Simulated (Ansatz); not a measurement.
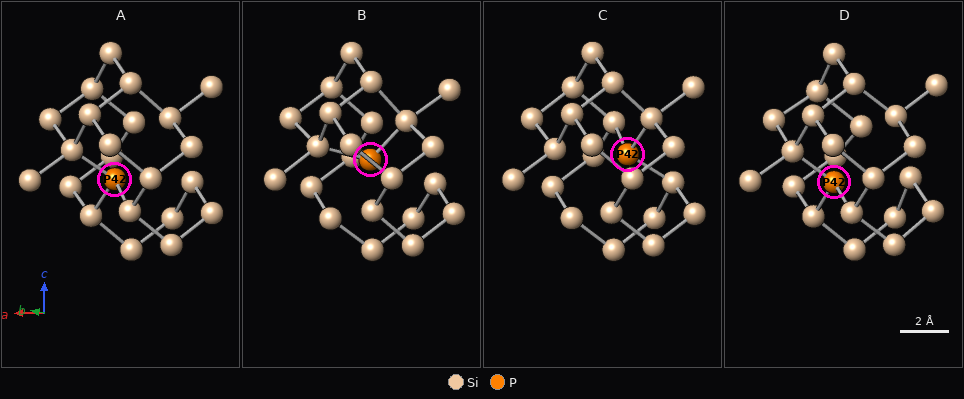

4 geometries from a converged minimum-energy path of Si with a Si vacancy (63 atoms in the cell), shuffled. Style: ball-and-stick. Shown: the atoms within 4.7 Å of the middle of the path, from a free direction. The moving atom is ringed, with any periodic copies. Bonds to atoms that aren't drawn are left out.

Level of theory: Ansatz 0.2.0, DFT PBE-D3(BJ), scalar-relativistic, plane waves, PAW. Run with plane-wave cutoff 420 eV; k-point mesh 1 × 1 × 1; Fermi-Dirac smearing 0.02 eV; spin collinear; 5 movable images; climbing image; force threshold 0.05 eV/Å; iteration limit 48; starting path by image-dependent pair potential.

Question: One of them is the converged climbing image. Which?

Answer: B. In order along the path, whose images run from 0 to 6: D (image 0, 0.00 eV), A (image 1, +0.14 eV), B (image 3, +1.18 eV), C (image 5, +0.28 eV). It is a vacancy jump: a nearby atom moves into the empty site and leaves its own site empty. The P atom travels furthest, 2.29 Å from end to end, along [−1 −1 1], on a path that bends up to 0.40 Å away from the straight line. At the highest image its nearest neighbour (Si) is 2.43 Å away, against 2.30 Å at the start, and the surrounding atoms stand up to 0.37 Å off the mean of their end positions. Breaking: 3 P–Si (2.30 → 3.73 Å). Forming: 3 P–Si (3.68–3.86 → 2.30 Å).

Cost: 30 min on 4 threads of AMD EPYC 7B13 (Zen 3), on a shared host, peak memory 6.3 GiB.

PAW datasets: the set soft_1.
